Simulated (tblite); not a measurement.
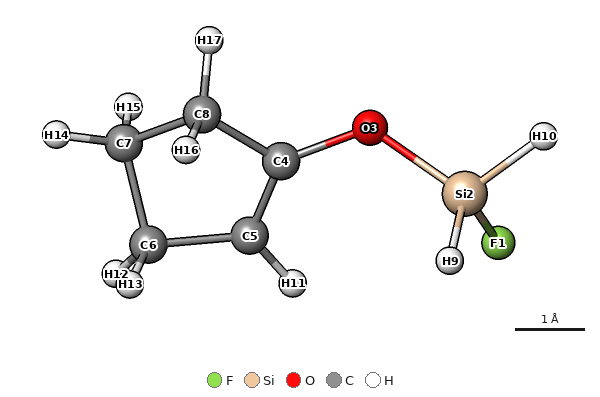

The input geometry (ball-and-stick view, seen at a tilt; atoms are numbered from 1 in the order of the input). Bond lengths as drawn: C–C 1.33 to 1.54 Å, C–H 1.09 to 1.13 Å, C–O 1.39 Å, F–Si 1.68 Å, H–Si 1.47 to 1.49 Å and O–Si 1.71 Å.

# Run report: C₅H₉FOSi, geometry relaxation (part 1 of 2)

System: C₅H₉FOSi, SMILES F[SiH2]OC1=CCCC1.
Method: GFN2-xTB geometry optimisation, gas phase (tblite 0.8.0).

It belongs to a series of runs on one base structure; here: C replaced by Si.

**Input**
```
{"job": {"kind": "relax", "xc": "GFN2-xTB", "basis": "xTB"}, "charge": 0, "multiplicity": 1}
F      3.230600    -0.813800    -1.527900
Si     2.982300    -0.090700    -0.036700
O      1.555500     0.849100    -0.091400
C      0.267000     0.343000     0.037900
C     -0.270900    -0.755700    -0.472800
C     -1.693400    -0.906500    -0.042600
C     -2.042600     0.568800     0.169800
C     -0.763300     1.015500     0.901000
H      2.965600    -1.059500     1.067300
H      4.176500     0.768000     0.187100
H      0.258700    -1.450700    -1.152000
H     -2.309600    -1.349700    -0.855000
H     -1.794900    -1.483200     0.911700
H     -2.933000     0.685600     0.804400
H     -2.151700     1.090000    -0.807800
H     -0.819200     0.503000     1.902200
H     -0.664700     2.099000     0.943200
```

The first line tells a small driver script what to run in tblite; the rest is the geometry in Å.

Hardware: 1 CPU thread, shared host.

Command:
```bash
OMP_NUM_THREADS=1 python <driver script> task.json out
```

**Log**
```
step      E/eV     max force
  0    -705.14855    1.893
  1    -705.34213    1.269
  2    -705.48076    0.975
  3    -705.53340    0.790
  4    -705.57412    0.550
  5    -705.59685    0.565
  6    -705.64650    0.572
  7    -705.67270    0.415
  8    -705.69050    0.417
  9    -705.70525    0.352
 10    -705.72024    0.328
 11    -705.73503    0.303
 12    -705.74731    0.252
 13    -705.75540    0.197
 14    -705.76197    0.221
 15    -705.76818    0.188
 16    -705.77348    0.198
 17    -705.77899    0.207
 18    -705.78552    0.220
 19    -705.79292    0.243
 20    -705.80004    0.220
 21    -705.80583    0.161
 22    -705.81067    0.163
 23    -705.81564    0.163
 24    -705.82070    0.182
 25    -705.82570    0.172
 26    -705.83097    0.156
 27    -705.83601    0.159
 28    -705.83983    0.126
 29    -705.84230    0.106
 30    -705.84422    0.105
 31    -705.84613    0.113
 32    -705.84764    0.085
 33    -705.84852    0.061
 34    -705.84903    0.047
 35    -705.84949    0.057
 36    -705.84993    0.048
 37    -705.85022    0.047
 38    -705.85044    0.042
 39    -705.85060    0.032
 40    -705.85080    0.027
 41    -705.85091    0.026
 42    -705.85101    0.021
 43    -705.85108    0.022
 44    -705.85117    0.023
 45    -705.85125    0.019
 46    -705.85131    0.018
 47    -705.85136    0.018
 48    -705.85142    0.019
 49    -705.85149    0.023
 50    -705.85158    0.019
 51    -705.85165    0.021
 52    -705.85171    0.024
 53    -705.85178    0.021
 54    -705.85186    0.020
 55    -705.85193    0.019
 56    -705.85200    0.023
 57    -705.85208    0.025
 58    -705.85219    0.036
 59    -705.85232    0.034
 60    -705.85245    0.027
 61    -705.85254    0.029
 62    -705.85263    0.027
 63    -705.85274    0.028
 64    -705.85288    0.031
 65    -705.85301    0.026
 66    -705.85311    0.021
 67    -705.85319    0.022
 68    -705.85328    0.028
 69    -705.85341    0.030
 70    -705.85355    0.027
 71    -705.85367    0.025
 72    -705.85376    0.025
 73    -705.85384    0.020
 74    -705.85393    0.024
 75    -705.85404    0.023
 76    -705.85413    0.026
 77    -705.85421    0.024
 78    -705.85429    0.022
 79    -705.85438    0.021
 80    -705.85446    0.020
 81    -705.85452    0.014
 82    -705.85455    0.011
 83    -705.85458    0.013
 84    -705.85461    0.011
 85    -705.85465    0.020
 86    -705.85471    0.019
 87    -705.85478    0.022
 88    -705.85488    0.022
 89    -705.85502    0.030
 90    -705.85521    0.039
 91    -705.85540    0.040
 92    -705.85562    0.041
 93    -705.85586    0.043
 94    -705.85607    0.035
 95    -705.85629    0.037
 96    -705.85651    0.040
 97    -705.85666    0.027
 98    -705.85678    0.018
 99    -705.85686    0.013
100    -705.85689    0.012
101    -705.85692    0.017
102    -705.85696    0.012
103    -705.85702    0.009
```

**Trajectory as extended XYZ (Å, eV, eV/Å), 28 of the 104 frames kept, from step=0 to step=103**
```
17
Properties=species:S:1:pos:R:3:forces:R:3 step=0 energy=-705.14855
F     3.2306   -0.8138   -1.5279   -0.3670   0.6450   1.5620
Si    2.9823   -0.0907   -0.0367   -0.4920   0.7300  -0.7670
O     1.5555    0.8491   -0.0914    0.7490  -1.7230   0.2330
C     0.2670    0.3430    0.0379    0.9030   0.1740   0.1870
C    -0.2709   -0.7557   -0.4728    1.2100  -0.9650  -0.7680
C    -1.6934   -0.9065   -0.0426   -0.5880  -0.1960  -0.8820
C    -2.0426    0.5688    0.1698   -0.2260   0.0260   0.5320
C    -0.7633    1.0155    0.9010   -0.5580   0.1270   0.1170
H     2.9656   -1.0595    1.0673   -0.2860  -0.0360  -0.4960
H     4.1765    0.7680    0.1871   -0.8010  -0.1050  -0.3730
H     0.2587   -1.4507   -1.1520   -0.4950   0.4420   0.6310
H    -2.3096   -1.3497   -0.8550    0.2660  -0.0330   0.6880
H    -1.7949   -1.4832    0.9117    0.0590   0.3220  -0.7870
H    -2.9330    0.6856    0.8044    0.1300   0.1840  -0.3850
H    -2.1517    1.0900   -0.8078   -0.0400  -0.3280   0.7450
H    -0.8192    0.5030    1.9022    0.4120   0.8690  -0.5980
H    -0.6647    2.0990    0.9432    0.1220  -0.1320   0.3620
17
Properties=species:S:1:pos:R:3:forces:R:3 step=4 energy=-705.57412
F     3.2052   -0.7836   -1.4460   -0.0470  -0.0860  -0.0260
Si    2.9730   -0.0654   -0.0302   -0.1590  -0.0940   0.0680
O     1.5766    0.7532   -0.0670    0.0490   0.1580   0.2160
C     0.2937    0.3240    0.0517   -0.2060  -0.2280  -0.0300
C    -0.2403   -0.7713   -0.4768    0.0980  -0.1550  -0.1950
C    -1.6828   -0.8970   -0.0839   -0.2440  -0.1400  -0.1670
C    -2.0420    0.5576    0.1902    0.0310   0.1360   0.0410
C    -0.7634    1.0242    0.8828    0.0890   0.0470   0.1480
H     2.9398   -1.0592    1.0120   -0.1130  -0.4040   0.0720
H     4.1133    0.7803    0.1529    0.0130   0.5380  -0.1140
H     0.2535   -1.4589   -1.1379    0.0630  -0.1070   0.0990
H    -2.3114   -1.3684   -0.8364    0.0350  -0.0070  -0.1000
H    -1.7870   -1.4643    0.8464    0.0920  -0.1420  -0.0250
H    -2.9406    0.6995    0.7887    0.0360  -0.0510   0.0390
H    -2.1594    1.0748   -0.7583   -0.0870   0.1460  -0.0900
H    -0.7801    0.5691    1.8797    0.2540   0.2340   0.1250
H    -0.6551    2.0973    0.9704    0.0970   0.1570  -0.0610
17
Properties=species:S:1:pos:R:3:forces:R:3 step=8 energy=-705.69050
F     3.1793   -0.7921   -1.4123   -0.0020  -0.0220   0.0470
Si    2.9696   -0.0704    0.0131    0.0450  -0.0350  -0.0480
O     1.5661    0.7348    0.0023    0.0780  -0.0200   0.0910
C     0.2849    0.2868    0.0604    0.0960   0.2220  -0.0110
C    -0.2401   -0.7972   -0.5010    0.0100   0.1610   0.0510
C    -1.6941   -0.9005   -0.1216    0.0810   0.0100   0.0870
C    -2.0338    0.5653    0.1984   -0.0410  -0.1070  -0.0360
C    -0.7426    1.0391    0.8832   -0.1260  -0.0750  -0.0310
H     2.9002   -1.1505    0.9854    0.1050  -0.0130  -0.0490
H     4.0476    0.9019    0.1024   -0.3260  -0.0170   0.0200
H     0.2781   -1.5082   -1.1214   -0.0460   0.0250   0.1060
H    -2.3204   -1.3837   -0.8702    0.0010   0.2160  -0.0840
H    -1.7646   -1.4898    0.7978   -0.0930  -0.0980   0.0300
H    -2.9366    0.6939    0.7957    0.1120  -0.0930   0.1130
H    -2.1807    1.1023   -0.7421    0.0770   0.0510   0.0690
H    -0.6979    0.6575    1.9096   -0.0530  -0.0470   0.0200
H    -0.6221    2.1228    0.9587    0.0830  -0.1590  -0.3760
17
Properties=species:S:1:pos:R:3:forces:R:3 step=11 energy=-705.73503
F     3.1710   -0.8028   -1.3997    0.0230  -0.0720  -0.1140
Si    2.9691   -0.0808    0.0202   -0.0880  -0.1870   0.1860
O     1.5745    0.7337    0.0433   -0.0860   0.0080  -0.0010
C     0.2904    0.2989    0.0604   -0.0930  -0.1720   0.1040
C    -0.2355   -0.7846   -0.5037   -0.0080  -0.0300   0.1320
C    -1.6920   -0.9036   -0.1251    0.1000   0.0500  -0.0620
C    -2.0350    0.5566    0.1994    0.1080   0.0080   0.1560
C    -0.7494    1.0343    0.8826    0.2830   0.0450  -0.0980
H     2.9048   -1.1918    0.9740    0.1500   0.1780  -0.1460
H     3.9773    0.9516    0.0892   -0.0880   0.0060   0.0630
H     0.2803   -1.5199   -1.0964    0.0040   0.0740   0.0270
H    -2.3201   -1.3521   -0.8963    0.0720   0.1070   0.0110
H    -1.7710   -1.5167    0.7861   -0.0680   0.0580  -0.1820
H    -2.9180    0.6747    0.8185   -0.0980  -0.0460   0.0960
H    -2.1775    1.1208   -0.7282   -0.0040  -0.1070   0.1130
H    -0.6778    0.6822    1.9227   -0.1300   0.0340  -0.1670
H    -0.5982    2.1115    0.8916   -0.0770   0.0460  -0.1190
17
Properties=species:S:1:pos:R:3:forces:R:3 step=15 energy=-705.76818
F     3.1649   -0.8187   -1.3964   -0.0080   0.0130   0.0030
Si    2.9584   -0.0994    0.0307    0.0520   0.0650  -0.1690
O     1.5717    0.7227    0.0765    0.0330  -0.0810  -0.0500
C     0.2954    0.2825    0.0792    0.0390   0.0390   0.0270
C    -0.2298   -0.7925   -0.4897    0.0320  -0.0730   0.0100
C    -1.6847   -0.8954   -0.1367   -0.0640  -0.0280   0.0150
C    -2.0246    0.5540    0.2249   -0.0770  -0.0060  -0.0530
C    -0.7297    1.0439    0.8710   -0.1580   0.0640   0.0320
H     2.9352   -1.2138    0.9534    0.1150  -0.0560   0.0920
H     3.9014    0.9912    0.0892    0.0590  -0.0340   0.0670
H     0.2891   -1.5239   -1.0759    0.0670  -0.0640  -0.0510
H    -2.3092   -1.3102   -0.9233   -0.0060   0.0410  -0.1190
H    -1.7882   -1.5334    0.7457   -0.0750  -0.0800   0.0300
H    -2.9101    0.6510    0.8517    0.0830  -0.0110   0.0540
H    -2.1813    1.1174   -0.6953   -0.1110   0.0180  -0.0220
H    -0.6765    0.7172    1.9123    0.0190   0.1180   0.1030
H    -0.5889    2.1196    0.8213    0.0020   0.0760   0.0290
17
Properties=species:S:1:pos:R:3:forces:R:3 step=19 energy=-705.79292
F     3.1625   -0.8326   -1.4118    0.0080   0.0180  -0.0550
Si    2.9647   -0.1108    0.0104    0.0810  -0.0880   0.2110
O     1.5734    0.6976    0.0810    0.0130  -0.0290   0.0330
C     0.2946    0.2693    0.1010   -0.0740   0.0190  -0.0750
C    -0.2213   -0.8149   -0.4658   -0.0890   0.1190   0.0130
C    -1.6906   -0.8988   -0.1446    0.0400  -0.0330  -0.0570
C    -2.0301    0.5505    0.2361    0.0290  -0.0460   0.0000
C    -0.7370    1.0664    0.8670    0.1360  -0.1060  -0.0420
H     3.0044   -1.2244    0.9558    0.0530   0.1280  -0.1180
H     3.8738    1.0034    0.1160    0.1180  -0.0300  -0.0290
H     0.3107   -1.5345   -1.0695   -0.1030   0.0760   0.1770
H    -2.2964   -1.2628   -0.9742    0.0300  -0.0340   0.0290
H    -1.8305   -1.5645    0.7157   -0.0820  -0.0060  -0.1020
H    -2.8893    0.6287    0.8976   -0.0380   0.0010   0.0010
H    -2.2222    1.1145   -0.6769   -0.1090   0.0230   0.0170
H    -0.6829    0.7794    1.9234    0.0160   0.1500  -0.0230
H    -0.5908    2.1457    0.7771   -0.0290  -0.1630   0.0200
17
Properties=species:S:1:pos:R:3:forces:R:3 step=23 energy=-705.81564
F     3.1582   -0.8360   -1.4205    0.0290   0.0850   0.0570
Si    2.9859   -0.1249    0.0158   -0.0040   0.1100  -0.0940
O     1.5819    0.6577    0.1045    0.0100   0.0510   0.0690
C     0.2940    0.2597    0.1140    0.0590   0.0000   0.0650
C    -0.2293   -0.8203   -0.4455   -0.0070  -0.0200  -0.0410
C    -1.6987   -0.9011   -0.1658   -0.1000   0.0620   0.0040
C    -2.0346    0.5403    0.2518   -0.0630   0.0400   0.0420
C    -0.7302    1.0743    0.8553   -0.1060   0.0700   0.0130
H     3.0848   -1.2321    0.9395    0.0410  -0.1080   0.0830
H     3.8591    1.0182    0.1289    0.1420  -0.0490  -0.0620
H     0.3149   -1.5413   -1.0244   -0.0150  -0.1110   0.0150
H    -2.2794   -1.2242   -1.0276   -0.0180  -0.0390  -0.0400
H    -1.8889   -1.6014    0.6545   -0.0040  -0.0040  -0.0370
H    -2.8715    0.6024    0.9442   -0.0210  -0.0410   0.0130
H    -2.2858    1.1157   -0.6426    0.0200  -0.0010   0.0720
H    -0.6746    0.8797    1.9311    0.0370  -0.1100  -0.0300
H    -0.5928    2.1453    0.7251    0.0010   0.0650  -0.1300
17
Properties=species:S:1:pos:R:3:forces:R:3 step=27 energy=-705.83601
F     3.1650   -0.8148   -1.4236    0.0070   0.0550  -0.0180
Si    3.0093   -0.1227    0.0205   -0.0100  -0.0550   0.1490
O     1.5911    0.6331    0.1510   -0.0470  -0.0720   0.0680
C     0.2950    0.2472    0.1401   -0.0900  -0.0070  -0.0380
C    -0.2425   -0.8234   -0.4285    0.0810  -0.0640   0.0830
C    -1.7231   -0.8909   -0.1905    0.1410  -0.0620  -0.0350
C    -2.0533    0.5362    0.2796   -0.0040  -0.0520  -0.0510
C    -0.7374    1.0942    0.8418    0.0250  -0.0170  -0.0520
H     3.1813   -1.2504    0.9329   -0.0480   0.1230  -0.0870
H     3.8952    1.0142    0.1224    0.0420  -0.0380  -0.0580
H     0.3062   -1.5751   -0.9648   -0.0260  -0.0660  -0.0240
H    -2.2655   -1.1906   -1.0886   -0.0370   0.1290  -0.0010
H    -1.9528   -1.6362    0.5775    0.0450   0.0350   0.0550
H    -2.8657    0.5629    1.0005   -0.0140  -0.0110   0.0680
H    -2.3502    1.1212   -0.5883   -0.0350   0.1030  -0.0350
H    -0.6602    0.9526    1.9237   -0.0070  -0.0130  -0.0220
H    -0.5993    2.1545    0.6328   -0.0230   0.0110  -0.0010
17
Properties=species:S:1:pos:R:3:forces:R:3 step=31 energy=-705.84613
F     3.1680   -0.7906   -1.4202   -0.0160   0.0360  -0.0120
Si    3.0151   -0.1194    0.0357    0.0020   0.0360  -0.0820
O     1.5885    0.6136    0.1855    0.0160   0.0230   0.0320
C     0.2903    0.2394    0.1441    0.0500  -0.0240   0.0120
C    -0.2382   -0.8391   -0.4149   -0.0390  -0.0260  -0.0360
C    -1.7210   -0.8909   -0.2031   -0.0840   0.0390   0.0340
C    -2.0613    0.5322    0.2834    0.0190   0.0360  -0.0050
C    -0.7403    1.0995    0.8288   -0.0210  -0.0070  -0.0060
H     3.2047   -1.2478    0.9239   -0.0210  -0.0520   0.0760
H     3.9190    1.0054    0.1048   -0.0110   0.0070  -0.0030
H     0.2995   -1.6033   -0.9452    0.0240  -0.0200   0.0190
H    -2.2659   -1.1605   -1.1099    0.0320   0.0410   0.0130
H    -1.9648   -1.6413    0.5562    0.0070   0.0240   0.0030
H    -2.8620    0.5446    1.0248    0.0950  -0.0290  -0.0530
H    -2.3791    1.1368   -0.5682   -0.0220  -0.0420   0.0310
H    -0.6536    0.9753    1.9131   -0.0270   0.0160  -0.0420
H    -0.6060    2.1582    0.5997   -0.0060  -0.0580   0.0180
17
Properties=species:S:1:pos:R:3:forces:R:3 step=34 energy=-705.84903
F     3.1658   -0.7790   -1.4234   -0.0240   0.0150  -0.0370
Si    3.0206   -0.1213    0.0380    0.0160  -0.0220   0.0080
O     1.5906    0.5986    0.2137    0.0080  -0.0120  -0.0130
C     0.2922    0.2285    0.1526   -0.0060  -0.0030   0.0460
C    -0.2407   -0.8491   -0.4055    0.0230   0.0240  -0.0140
C    -1.7275   -0.8863   -0.2111    0.0350  -0.0030  -0.0230
C    -2.0620    0.5311    0.2905   -0.0050  -0.0170  -0.0100
C    -0.7390    1.1033    0.8182   -0.0110   0.0070   0.0030
H     3.2330   -1.2554    0.9218   -0.0360   0.0200   0.0120
H     3.9152    1.0109    0.0996   -0.0010   0.0140   0.0080
H     0.3009   -1.6204   -0.9222   -0.0050  -0.0210   0.0160
H    -2.2579   -1.1282   -1.1329    0.0010  -0.0160   0.0060
H    -1.9841   -1.6504    0.5298   -0.0240   0.0370  -0.0130
H    -2.8454    0.5243    1.0457    0.0170   0.0020   0.0270
H    -2.4078    1.1395   -0.5453   -0.0130  -0.0170  -0.0110
H    -0.6526    1.0108    1.9041   -0.0070  -0.0140   0.0030
H    -0.6083    2.1550    0.5648    0.0330   0.0040  -0.0080
17
Properties=species:S:1:pos:R:3:forces:R:3 step=38 energy=-705.85044
F     3.1589   -0.7686   -1.4309   -0.0140   0.0100   0.0020
Si    3.0260   -0.1248    0.0387   -0.0120   0.0150  -0.0160
O     1.5936    0.5861    0.2294   -0.0030   0.0100   0.0100
C     0.2942    0.2208    0.1650    0.0110   0.0010  -0.0330
C    -0.2384   -0.8526   -0.4012   -0.0070  -0.0190   0.0270
C    -1.7262   -0.8832   -0.2205   -0.0140   0.0100   0.0040
C    -2.0628    0.5287    0.2938    0.0110   0.0160   0.0060
C    -0.7384    1.1068    0.8125    0.0190  -0.0080  -0.0030
H     3.2429   -1.2570    0.9226   -0.0160   0.0020  -0.0020
H     3.9100    1.0170    0.0983    0.0030  -0.0110   0.0080
H     0.3014   -1.6342   -0.9045    0.0060   0.0050   0.0070
H    -2.2521   -1.1119   -1.1472    0.0080  -0.0250  -0.0330
H    -2.0003   -1.6492    0.5102    0.0020  -0.0180   0.0080
H    -2.8315    0.5117    1.0637   -0.0050  -0.0050   0.0080
H    -2.4282    1.1376   -0.5326   -0.0050   0.0120  -0.0060
H    -0.6538    1.0315    1.8993   -0.0080  -0.0030   0.0200
H    -0.6024    2.1535    0.5417    0.0240   0.0080  -0.0080
17
Properties=species:S:1:pos:R:3:forces:R:3 step=42 energy=-705.85101
F     3.1539   -0.7633   -1.4340   -0.0080   0.0020  -0.0040
Si    3.0247   -0.1227    0.0369   -0.0070  -0.0010   0.0040
O     1.5934    0.5885    0.2307   -0.0070   0.0110  -0.0090
C     0.2952    0.2206    0.1629   -0.0090  -0.0020   0.0170
C    -0.2381   -0.8550   -0.3984    0.0050   0.0030   0.0000
C    -1.7268   -0.8827   -0.2211    0.0090  -0.0140   0.0050
C    -2.0619    0.5306    0.2925   -0.0030  -0.0110  -0.0050
C    -0.7364    1.1062    0.8123   -0.0090   0.0030  -0.0050
H     3.2332   -1.2543    0.9238   -0.0040  -0.0030  -0.0130
H     3.9135    1.0146    0.0993    0.0040  -0.0030   0.0070
H     0.3017   -1.6363   -0.9020    0.0040  -0.0020   0.0060
H    -2.2496   -1.1176   -1.1496    0.0170   0.0070   0.0100
H    -2.0001   -1.6473    0.5121   -0.0100  -0.0090  -0.0030
H    -2.8294    0.5115    1.0643    0.0010   0.0070  -0.0110
H    -2.4293    1.1388   -0.5342    0.0070   0.0090   0.0120
H    -0.6559    1.0275    1.9002    0.0070   0.0040  -0.0170
H    -0.5952    2.1529    0.5428    0.0050  -0.0010   0.0050
17
Properties=species:S:1:pos:R:3:forces:R:3 step=46 energy=-705.85131
F     3.1479   -0.7585   -1.4368   -0.0050   0.0030  -0.0010
Si    3.0232   -0.1222    0.0363    0.0000   0.0000   0.0020
O     1.5924    0.5889    0.2341    0.0020   0.0030  -0.0030
C     0.2950    0.2183    0.1670    0.0030   0.0050  -0.0080
C    -0.2369   -0.8582   -0.3934    0.0030  -0.0050   0.0100
C    -1.7263   -0.8841   -0.2221    0.0040   0.0070   0.0010
C    -2.0619    0.5293    0.2933    0.0020   0.0060   0.0050
C    -0.7364    1.1077    0.8094    0.0070  -0.0030   0.0070
H     3.2338   -1.2557    0.9200   -0.0050  -0.0070  -0.0120
H     3.9130    1.0143    0.1020    0.0010  -0.0030   0.0030
H     0.3039   -1.6407   -0.8940    0.0030  -0.0030   0.0070
H    -2.2422   -1.1136   -1.1554    0.0010   0.0030   0.0010
H    -2.0074   -1.6516    0.5055    0.0010   0.0080  -0.0080
H    -2.8258    0.5087    1.0680   -0.0090  -0.0020   0.0030
H    -2.4342    1.1415   -0.5279    0.0040  -0.0110  -0.0130
H    -0.6552    1.0351    1.8970    0.0020   0.0040   0.0100
H    -0.5900    2.1528    0.5355   -0.0170  -0.0050  -0.0050
17
Properties=species:S:1:pos:R:3:forces:R:3 step=50 energy=-705.85158
F     3.1408   -0.7529   -1.4396    0.0000   0.0040  -0.0060
Si    3.0226   -0.1222    0.0365    0.0040   0.0000  -0.0140
O     1.5926    0.5887    0.2385    0.0060   0.0010   0.0060
C     0.2957    0.2171    0.1704    0.0040   0.0020   0.0100
C    -0.2349   -0.8624   -0.3850    0.0000   0.0070  -0.0040
C    -1.7252   -0.8832   -0.2239   -0.0080  -0.0040  -0.0030
C    -2.0620    0.5284    0.2966   -0.0030  -0.0090  -0.0050
C    -0.7355    1.1096    0.8080   -0.0170   0.0070  -0.0030
H     3.2372   -1.2609    0.9114   -0.0060  -0.0150   0.0030
H     3.9121    1.0139    0.1056    0.0060   0.0000   0.0030
H     0.3071   -1.6467   -0.8816    0.0000  -0.0020   0.0080
H    -2.2338   -1.1055   -1.1628   -0.0010   0.0070  -0.0090
H    -2.0165   -1.6552    0.4939    0.0040  -0.0020   0.0170
H    -2.8239    0.5038    1.0740    0.0110  -0.0010  -0.0080
H    -2.4393    1.1404   -0.5228    0.0050  -0.0100   0.0010
H    -0.6529    1.0476    1.8962    0.0020   0.0000   0.0020
H    -0.5912    2.1515    0.5230   -0.0080   0.0120   0.0030
```
